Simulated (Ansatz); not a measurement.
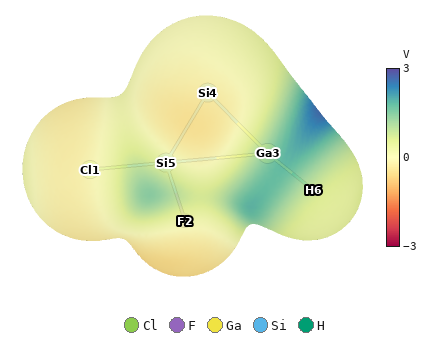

ClFGaHSi₂. The molecular electrostatic potential painted on the density surface at 0.002 e/bohr³, seen across its widest extent; the colour scale runs from red (negative) to blue (positive).

Geometry: B3LYP-D3(BJ)/def2-SVP.

Method: Ansatz 0.2.0, isolated molecule in a Gaussian basis; Kohn-Sham density functional theory, functional PBE0.

Input file:

```
crystal:
  periodic: [false, false, false]
  atoms:
    - {symbol: Cl, position_ang: [-2.575046, 0.652764, -3.310337]}
    - {symbol: F, position_ang: [-3.363077, -0.330307, -0.685071]}
    - {symbol: Ga, position_ang: [-1.250498, -0.083272, 1.281172]}
    - {symbol: Si, position_ang: [-0.041414, 0.821014, -0.456664]}
    - {symbol: Si, position_ang: [-2.007966, 0.339516, -1.347607]}
    - {symbol: H, position_ang: [-1.931619, -0.676418, 2.571331]}
basis:
  gaussian: {orbitals: def2-TZVPD}
hamiltonian: {xc: pbe0}
output: {forces: true, orbitals: {seedname: orbitals}}
```

Run with:

```sh
ansatz run input.yaml --threads 2 --pin off --max-ram 4350MiB --events-out events.jsonl --progress --plain --runs-dir runs
```

Describe the electrostatic potential map.

The most negative region (about −0.7 V) lies over F2, the most positive (about +2.6 V) over Ga3. Cl1 shows a σ-hole: about +0.3 V at the tip opposite its bond, against about −0.3 V on its flanks.
